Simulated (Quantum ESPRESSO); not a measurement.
# BaLiF3 (Pm-3m): zone-centre phonons, part 2 of 4

Which modes does BaLiF3 (Pm-3m) have at the zone centre?

Quantum ESPRESSO 7.5; DFT LDA, scalar-relativistic, plane waves, GBRV ultrasoft pseudopotentials.

So far. Step 2 (A first look): A gap of 6.5 eV opens on this mesh, so the crystal is taken as an insulator; the start stands at -5.3 GPa. Step 4 (Self-consistent run for the response): The cell stands at -0.018 GPa, close enough for phonons.

## 5. Linear response at Γ

At q = 0 one unit cell holds all displacements; symmetry groups them into irreducible representations that are solved one by one. The response to a field gives ε∞ and the Born charges, which polar modes need.

ph.in reads:

```
phonons
&inputph
   prefix = 'x'
   outdir = './tmp'
   fildyn = 'g.dyn'
   tr2_ph = 1.0d-18
   epsil = .true.
/
0.000000000000 0.000000000000 0.000000000000
```

Started as:

```bash
$ OMP_NUM_THREADS=1 mpirun -n 4 ph.x -nk 4 -in ph.in > ph.out
```

The log of the run:

```text
[banners, grids, parts of the stress and lines that vanish by symmetry left out]
[banner, memory and clock lines left out]
Program PHONON v.7.5

     ./tmp/x.save/

     IMPORTANT: XC functional enforced from input :
     Exchange-correlation= PZ
                           (   1   1   0   0   0   0   0)
     Any further DFT definition will be discarded
     Please, verify this is what you really want

     G-vector sticks info

     negative rho (up, down):  9.067E-02 0.000E+00
     Reading collected, re-writing distributed wavefunctions in ./tmp/

     Number and degeneracy of irreps per q-point
       N         xq(1)         xq(2)         xq(3)   N irreps
       1   0.000000000   0.000000000   0.000000000       5
        3   3   3   3   3

     Calculation of q =    0.0000000   0.0000000   0.0000000

     phonons

     bravais-lattice index     =            1
     lattice parameter (alat)  =       7.3726  a.u.
     unit-cell volume          =     400.7426 (a.u.)^3
     number of atoms/cell      =            5
     number of atomic types    =            3
     kinetic-energy cut-off    =      55.0000  Ry
     charge density cut-off    =     440.0000  Ry
     convergence threshold     =      1.0E-18
     beta                      =       0.7000
     number of iterations used =            4
     Exchange-correlation= PZ
                           (   1   1   0   0   0   0   0)

     celldm(1)=    7.37262  celldm(2)=    0.00000  celldm(3)=    0.00000
     celldm(4)=    0.00000  celldm(5)=    0.00000  celldm(6)=    0.00000

     crystal axes: (cart. coord. in units of alat)
               a(1) = (  1.0000  0.0000  0.0000 )
               a(2) = (  0.0000  1.0000  0.0000 )
               a(3) = (  0.0000  0.0000  1.0000 )

     reciprocal axes: (cart. coord. in units 2 pi/alat)
               b(1) = (  1.0000  0.0000  0.0000 )
               b(2) = (  0.0000  1.0000  0.0000 )
               b(3) = (  0.0000  0.0000  1.0000 )

     Atoms inside the unit cell:

     Cartesian axes

     site n.  atom      mass           positions (alat units)
        1  Ba    137.3270   tau(    1) = (    0.00000    0.00000    0.00000  )
        2  Li      6.9400   tau(    2) = (    0.50000    0.50000    0.50000  )
        3  F      18.9984   tau(    3) = (    0.00000    0.50000    0.50000  )
        4  F      18.9984   tau(    4) = (    0.50000    0.50000    0.00000  )
        5  F      18.9984   tau(    5) = (    0.50000    0.00000    0.50000  )

     Computing dynamical matrix for
                    q = (   0.0000000   0.0000000   0.0000000 )

     49 Sym.Ops. (with q -> -q+G )

     G cutoff =  605.8103  (  62525 G-vectors)     FFT grid: ( 50, 50, 50)
     G cutoff =  302.9051  (  22119 G-vectors)  smooth grid: ( 36, 36, 36)
     number of k points=    35
                       cart. coord. in units 2pi/alat
        k(    1) = (   0.0000000   0.0000000   0.0000000), wk =   0.0039062
        k(    2) = (   0.0000000   0.0000000   0.1250000), wk =   0.0234375
        k(    3) = (   0.0000000   0.0000000   0.2500000), wk =   0.0234375
        [... further k-points left out ...]

     PseudoPot. # 1 for Ba read from file:
     ./pseudo/Ba.upf
     Pseudo is Ultrasoft + core correction, Zval = 10.0

     PseudoPot. # 2 for Li read from file:
     ./pseudo/Li.upf
     Pseudo is Ultrasoft, Zval =  3.0

     PseudoPot. # 3 for F  read from file:
     ./pseudo/F.upf
     Pseudo is Ultrasoft, Zval =  7.0

     Mode symmetry, O_h (m-3m)  point group:

     Electric field:
     Dielectric constant
     Born effective charges as d Force / d E

     Atomic displacements:
     There are    5 irreducible representations

     Representation     1      3 modes -  To be done

     Representation     2      3 modes -  To be done

     Representation     3      3 modes -  To be done

     Representation     4      3 modes -  To be done

     Representation     5      3 modes -  To be done

     Alpha used in Ewald sum =   2.8000

     negative rho (up, down):  9.067E-02 0.000E+00

     Electric Fields Calculation

      iter #   1   av.it.:   6.3
      thresh= 1.000E-02 alpha_mix =  0.700 |ddv_scf|^2 =  2.507E-08

      [... iterations left out ...]
      iter #   8   av.it.:  12.5
      thresh= 1.058E-10 alpha_mix =  0.700 |ddv_scf|^2 =  4.220E-20

     End of electric fields calculation

          Dielectric constant in cartesian axis

          (       2.727309768       0.000000000       0.000000000 )
          (       0.000000000       2.727309768       0.000000000 )
          (       0.000000000       0.000000000       2.727309768 )

          Effective charges (d Force / dE) in cartesian axis without acoustic sum rule applied (asr)

           atom    1  Ba    Mean Z*:        2.78998
      Ex  (        2.78998        0.00000        0.00000 )
      Ey  (        0.00000        2.78998        0.00000 )
      Ez  (        0.00000        0.00000        2.78998 )
           atom    2  Li    Mean Z*:        1.04477
      Ex  (        1.04477        0.00000        0.00000 )
      Ey  (        0.00000        1.04477        0.00000 )
      Ez  (        0.00000        0.00000        1.04477 )
           atom    3  F     Mean Z*:       -1.27703
      Ex  (       -1.02148        0.00000        0.00000 )
      Ey  (        0.00000       -1.40481        0.00000 )
      Ez  (        0.00000        0.00000       -1.40481 )
           atom    4  F     Mean Z*:       -1.27703
      Ex  (       -1.40481        0.00000        0.00000 )
      Ey  (        0.00000       -1.40481        0.00000 )
      Ez  (        0.00000        0.00000       -1.02148 )
           atom    5  F     Mean Z*:       -1.27703
      Ex  (       -1.40481        0.00000        0.00000 )
      Ey  (        0.00000       -1.02148        0.00000 )
      Ez  (        0.00000        0.00000       -1.40481 )

          Effective charges Sum: Mean:        0.00366
              0.00366        0.00000        0.00000
              0.00000        0.00366        0.00000
              0.00000        0.00000        0.00366

          Effective charges (d Force / dE) in cartesian axis with asr applied:
           atom    1  Ba    Mean Z*:        2.78925
      E*x (        2.78925        0.00000        0.00000 )
      E*y (        0.00000        2.78925        0.00000 )
      E*z (        0.00000        0.00000        2.78925 )
           atom    2  Li    Mean Z*:        1.04404
      E*x (        1.04404        0.00000        0.00000 )
      E*y (        0.00000        1.04404        0.00000 )
      E*z (        0.00000        0.00000        1.04404 )
           atom    3  F     Mean Z*:       -1.27776
      E*x (       -1.02221        0.00000        0.00000 )
      E*y (        0.00000       -1.40554        0.00000 )
      E*z (        0.00000        0.00000       -1.40554 )
           atom    4  F     Mean Z*:       -1.27776
      E*x (       -1.40554        0.00000        0.00000 )
      E*y (        0.00000       -1.40554        0.00000 )
      E*z (        0.00000        0.00000       -1.02221 )
           atom    5  F     Mean Z*:       -1.27776
      E*x (       -1.40554        0.00000        0.00000 )
      E*y (        0.00000       -1.02221        0.00000 )
      E*z (        0.00000        0.00000       -1.40554 )

     Representation #   1 modes #   1   2   3

     Self-consistent Calculation

      iter #   1   av.it.:   6.9
      thresh= 1.000E-02 alpha_mix =  0.700 |ddv_scf|^2 =  5.222E-07

      [... iterations left out ...]
      iter #   8   av.it.:  12.7
      thresh= 1.458E-10 alpha_mix =  0.700 |ddv_scf|^2 =  2.692E-20

     End of self-consistent calculation

     Convergence has been achieved

     Representation #   2 modes #   4   5   6

     Self-consistent Calculation

      iter #   1   av.it.:   4.5
      thresh= 1.000E-02 alpha_mix =  0.700 |ddv_scf|^2 =  4.570E-08

      [... iterations left out ...]
      iter #   8   av.it.:  12.4
      thresh= 1.891E-10 alpha_mix =  0.700 |ddv_scf|^2 =  2.135E-20

     End of self-consistent calculation

     Convergence has been achieved

     Representation #   3 modes #   7   8   9

     Self-consistent Calculation

      iter #   1   av.it.:   6.0
      thresh= 1.000E-02 alpha_mix =  0.700 |ddv_scf|^2 =  1.621E-07

      [... iterations left out ...]
      iter #   7   av.it.:  12.4
      thresh= 5.934E-10 alpha_mix =  0.700 |ddv_scf|^2 =  2.962E-19

     End of self-consistent calculation

     Convergence has been achieved

     Representation #   4 modes #  10  11  12

     Self-consistent Calculation

      iter #   1   av.it.:   6.8
      thresh= 1.000E-02 alpha_mix =  0.700 |ddv_scf|^2 =  5.208E-07

      [... iterations left out ...]
      iter #   8   av.it.:  12.5
      thresh= 1.081E-10 alpha_mix =  0.700 |ddv_scf|^2 =  1.703E-20

     End of self-consistent calculation

     Convergence has been achieved

     Representation #   5 modes #  13  14  15

     Self-consistent Calculation

      iter #   1   av.it.:   6.8
      thresh= 1.000E-02 alpha_mix =  0.700 |ddv_scf|^2 =  2.667E-07

      [... iterations left out ...]
      iter #   6   av.it.:  13.1
      thresh= 3.932E-10 alpha_mix =  0.700 |ddv_scf|^2 =  2.322E-19

     End of self-consistent calculation

     Convergence has been achieved

     Number of q in the star =    1
     List of q in the star:
          1   0.000000000   0.000000000   0.000000000

          Dielectric constant in cartesian axis

          (       2.727309768       0.000000000       0.000000000 )
          (       0.000000000       2.727309768       0.000000000 )
          (       0.000000000       0.000000000       2.727309768 )

          Effective charges (d Force / dE) in cartesian axis without acoustic sum rule applied (asr)

           atom    1  Ba    Mean Z*:        2.78998
      Ex  (        2.78998        0.00000        0.00000 )
      Ey  (        0.00000        2.78998        0.00000 )
      Ez  (        0.00000        0.00000        2.78998 )
           atom    2  Li    Mean Z*:        1.04477
      Ex  (        1.04477        0.00000        0.00000 )
      Ey  (        0.00000        1.04477        0.00000 )
      Ez  (        0.00000        0.00000        1.04477 )
           atom    3  F     Mean Z*:       -1.27703
      Ex  (       -1.02148        0.00000        0.00000 )
      Ey  (        0.00000       -1.40481        0.00000 )
      Ez  (        0.00000        0.00000       -1.40481 )
           atom    4  F     Mean Z*:       -1.27703
      Ex  (       -1.40481        0.00000        0.00000 )
      Ey  (        0.00000       -1.40481        0.00000 )
      Ez  (        0.00000        0.00000       -1.02148 )
           atom    5  F     Mean Z*:       -1.27703
      Ex  (       -1.40481        0.00000        0.00000 )
      Ey  (        0.00000       -1.02148        0.00000 )
      Ez  (        0.00000        0.00000       -1.40481 )

          Effective charges Sum: Mean:        0.00366
              0.00366        0.00000        0.00000
              0.00000        0.00366        0.00000
              0.00000        0.00000        0.00366

          Effective charges (d Force / dE) in cartesian axis with asr applied:
           atom    1  Ba    Mean Z*:        2.78925
      E*x (        2.78925        0.00000        0.00000 )
      E*y (        0.00000        2.78925        0.00000 )
      E*z (        0.00000        0.00000        2.78925 )
           atom    2  Li    Mean Z*:        1.04404
      E*x (        1.04404        0.00000        0.00000 )
      E*y (        0.00000        1.04404        0.00000 )
      E*z (        0.00000        0.00000        1.04404 )
           atom    3  F     Mean Z*:       -1.27776
      E*x (       -1.02221        0.00000        0.00000 )
      E*y (        0.00000       -1.40554        0.00000 )
      E*z (        0.00000        0.00000       -1.40554 )
           atom    4  F     Mean Z*:       -1.27776
      E*x (       -1.40554        0.00000        0.00000 )
      E*y (        0.00000       -1.40554        0.00000 )
      E*z (        0.00000        0.00000       -1.02221 )
           atom    5  F     Mean Z*:       -1.27776
      E*x (       -1.40554        0.00000        0.00000 )
      E*y (        0.00000       -1.02221        0.00000 )
      E*z (        0.00000        0.00000       -1.40554 )

     Diagonalizing the dynamical matrix

     q = (    0.000000000   0.000000000   0.000000000 )

 **************************************************************************
     freq (    1) =      -0.286399 [THz] =      -9.553226 [cm-1]
     freq (    2) =      -0.286399 [THz] =      -9.553226 [cm-1]
     freq (    3) =      -0.286399 [THz] =      -9.553226 [cm-1]
     freq (    4) =       4.584262 [THz] =     152.914521 [cm-1]
     freq (    5) =       4.584262 [THz] =     152.914521 [cm-1]
     freq (    6) =       4.584262 [THz] =     152.914521 [cm-1]
     freq (    7) =       6.109202 [THz] =     203.781055 [cm-1]
     freq (    8) =       6.109202 [THz] =     203.781055 [cm-1]
     freq (    9) =       6.109202 [THz] =     203.781055 [cm-1]
     freq (   10) =       9.777187 [THz] =     326.131869 [cm-1]
     freq (   11) =       9.777187 [THz] =     326.131869 [cm-1]
     freq (   12) =       9.777187 [THz] =     326.131869 [cm-1]
     freq (   13) =      12.096493 [THz] =     403.495574 [cm-1]
     freq (   14) =      12.096493 [THz] =     403.495574 [cm-1]
     freq (   15) =      12.096493 [THz] =     403.495574 [cm-1]
 **************************************************************************

     Mode symmetry, O_h (m-3m)  point group:

     freq (   1-   3) =         -9.6  [cm-1]   --> T_1u G_15  G_4- I
     freq (   4-   6) =        152.9  [cm-1]   --> T_1u G_15  G_4- I
     freq (   7-   9) =        203.8  [cm-1]   --> T_2u G_25  G_5-
     freq (  10-  12) =        326.1  [cm-1]   --> T_1u G_15  G_4- I
     freq (  13-  15) =        403.5  [cm-1]   --> T_1u G_15  G_4- I
```

It took 6.5 min on 4 MPI ranks of Arm Neoverse V2, shared host.

Read from the output:

```yaml
miss_of_the_charge_sum_rule: 0.003650 e
largest_acoustic_frequency_at_the_zone_centre_before_the_sum_rule: -9.55 cm⁻¹
highest_optical_zone_centre_mode_no_lo_to_term: 403.5 cm⁻¹
lowest_optical_zone_centre_mode: 152.9 cm⁻¹
mean_high_frequency_dielectric_constant: 2.727
largest_born_charge_in_size_third_of_the_trace: 2.79 e
```

Born charge (rows field, columns displacement), before the sum rule (e), principal values of the symmetric part by kind of site:

```
atom  atoms with these values    low  middle   high   mean
 Ba1                        1   2.79    2.79   2.79   2.79
 Li2                        1   1.04    1.04   1.04   1.04
  F3                        3  -1.40   -1.40  -1.02  -1.28
```

In full for Li2:

```
1.04 0.00 0.00
0.00 1.04 0.00
0.00 0.00 1.04
```

High-frequency dielectric tensor:

```
2.73 0.00 0.00
0.00 2.73 0.00
0.00 0.00 2.73
```

The acoustic modes at Γ come out as far as 9.6 cm⁻¹ from zero, where they should vanish, a small numerical error; the Born charges miss their sum rule by 0.0036 e, which is good.

## 6. Modes with the sum rule

A rigid shift of the crystal must cost nothing, but grids and finite bases break this; the acoustic sum rule is imposed before the matrix is diagonalised again. With Born charges the intensities follow, and the static dielectric tensor.

dynmat.in reads:

```
&input
   fildyn = 'g.dyn'
   asr = 'simple'
   fileig = 'dynmat.eig'
   lperm = .true.
/
```

Started as:

```bash
$ dynmat.x -in dynmat.in > dynmat.out
```

The log of the run:

```text
[banner, memory and clock lines left out]
Program DYNMAT v.7.5

     Reading Dynamical Matrix from file g.dyn
     ...Force constants read
     ...epsilon and Z* read
     A direction for q was not specified:TO-LO splitting will be absent

     Polarizability (A^3 units)
     multiply by 0.634610 for Clausius-Mossotti correction
         8.162615    0.000000    0.000000
         0.000000    8.162615    0.000000
         0.000000    0.000000    8.162615

     IR activities are in (D/A)^2/amu units

# mode   [cm-1]    [THz]      IR
    1     -0.00   -0.0000    0.0000
    2     -0.00   -0.0000    0.0000
    3      0.00    0.0000    0.0000
    4    153.37    4.5980    5.2175
    5    153.37    4.5980    5.2175
    6    153.37    4.5980    5.2175
    7    204.20    6.1216    0.0000
    8    204.20    6.1216    0.0000
    9    204.20    6.1216    0.0000
   10    326.43    9.7862    0.8400
   11    326.43    9.7862    0.8400
   12    326.43    9.7862    0.8400
   13    404.32   12.1212    4.9402
   14    404.32   12.1212    4.9402
   15    404.32   12.1212    4.9402

Electronic dielectric permittivity tensor (relative, adimensional)
         2.727310    0.000000    0.000000
         0.000000    2.727310    0.000000
         0.000000    0.000000    2.727310

 ... with zone-center polar mode contributions
        12.061759   -0.000000   -0.000000
        -0.000000   12.061759   -0.000000
        -0.000000   -0.000000   12.061759

[end of the log left out, with the tail of the file of modes that dynmat.x writes under the same name]
```

It took 0.45 s on 1 thread.

Read from the output:

- highest optical zone-centre mode (no LO-TO term): 404.3 cm⁻¹
- lowest optical zone-centre mode: 153.4 cm⁻¹
- mean static dielectric constant: 12.06

Unit eigenvectors of the mass-weighted matrix after the sum rule; no LO-TO term. Modes at Γ, with each element's share of the kinetic energy:

```
mode  frequency (cm⁻¹)  symmetry  Ba %  Li %  F %
   1               0.0  acoustic    68     3   28
   2               0.0  acoustic    68     3   28
   3               0.0  acoustic    68     3   28
   4             153.4       T1u    31     3   66
   5             153.4       T1u    31     3   66
   6             153.4       T1u    31     3   66
   7             204.2       T2u     0     0  100
   8             204.2       T2u     0     0  100
   9             204.2       T2u     0     0  100
  10             326.4       T1u     0     5   95
  11             326.4       T1u     0     5   95
  12             326.4       T1u     0     5   95
  13             404.3       T1u     0    89   11
  14             404.3       T1u     0    89   11
  15             404.3       T1u     0    89   11
```

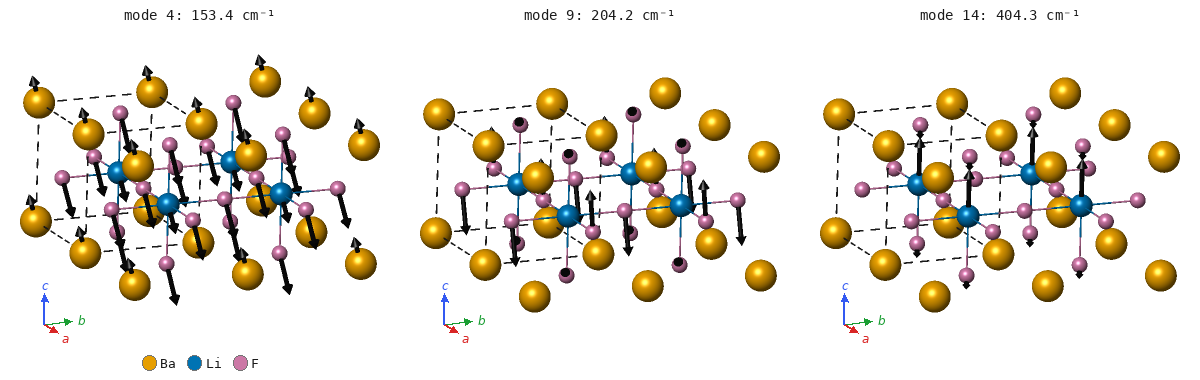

Displacement patterns of modes 4, 9 and 14 at Γ; arrows are exaggerated. 2×2×1 cells are drawn. Some periodic images of atoms are drawn too.

Degenerate modes summed, no LO-TO term. Infrared lines, with heights relative to the strongest:

```
position (cm⁻¹)  lines merged  label  IR intensity, relative
            153             3    T1u                     100
            204             3    T2u                     0.0
            326             3    T1u                      16
            404             3    T1u                      95
```

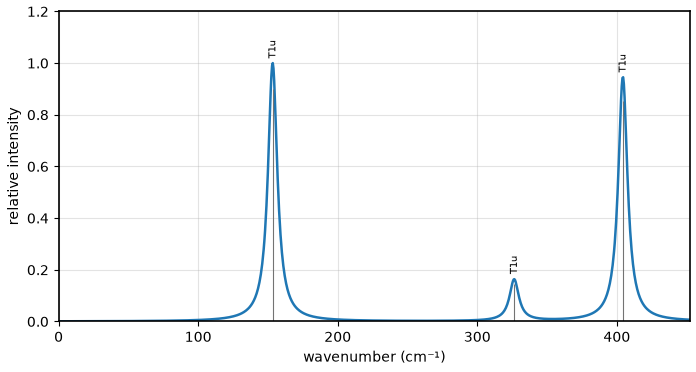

The infrared spectrum, broadened with Lorentzians of width 8 cm⁻¹; bars mark the lines.

Static dielectric tensor (ions relaxed, fixed cell):

```
12.06  0.00  0.00
 0.00 12.06  0.00
 0.00  0.00 12.06
```

The rule also moves an optical mode by 0.8 cm⁻¹.

## 7. The LO-TO splitting (1 0 0)

A longitudinal polar mode sets up a macroscopic field that stiffens it; the term hangs on the direction from which q goes to zero.

dynmat.in reads:

```
&input
   fildyn = 'g.dyn'
   asr = 'simple'
   fileig = 'dynmat.eig'
   q(1) = 1.0
   q(2) = 0.0
   q(3) = 0.0
/
```

Started as:

```bash
$ dynmat.x -in dynmat.in > dynmat.out
```

The log of the run:

```text
[banner, memory and clock lines left out]
Program DYNMAT v.7.5

     Reading Dynamical Matrix from file g.dyn
     ...Force constants read
     ...epsilon and Z* read

     Polarizability (A^3 units)
     multiply by 0.634610 for Clausius-Mossotti correction
         8.162615    0.000000    0.000000
         0.000000    8.162615    0.000000
         0.000000    0.000000    8.162615

     IR activities are in (D/A)^2/amu units

# mode   [cm-1]    [THz]      IR
    1     -0.00   -0.0000    0.0000
    2     -0.00   -0.0000    0.0000
    3      0.00    0.0000    0.0000
    4    153.37    4.5980    5.2175
    5    153.37    4.5980    5.2175
    6    204.20    6.1216    0.0000
    7    204.20    6.1216    0.0000
    8    204.20    6.1216    0.0000
    9    245.51    7.3603    1.2221
   10    326.43    9.7862    0.8400
   11    326.43    9.7862    0.8400
   12    337.22   10.1095    0.3029
   13    404.32   12.1212    4.9402
   14    404.32   12.1212    4.9402
   15    514.19   15.4150    9.4727

[end of the log left out, with the tail of the file of modes that dynmat.x writes under the same name]
```

The job ended after 0.45 s (1 thread).

Read from the output:

```
highest mode moved by the LO-TO term : 514.2 cm⁻¹
```

Zone-centre frequencies as printed; negative means imaginary. Modes:

```
mode  frequency (cm⁻¹)
   1                 0
   2                 0
   3                 0
   4             153.4
   5             153.4
   6             204.2
   7             204.2
   8             204.2
   9             245.5
  10             326.4
  11             326.4
  12             337.2
  13             404.3
  14             404.3
  15             514.2
```

The field moves 3 modes; the highest of them now lies at 514 cm⁻¹, where the highest that moved away lay at 404.

(Part 2 of 4 ends here.)

[Host names and launcher messages were left out of these logs when they were recorded.]

[Logs are printed without paths, hosts, clocks, repeated set-up lines and the standing remarks that a program may print on its own settings, such as how far it seeks lower states.]

[Hosts, paths, dates, database ids (printed as entryN), source tags and the programs' standing remarks are cut or masked in the printed files.]
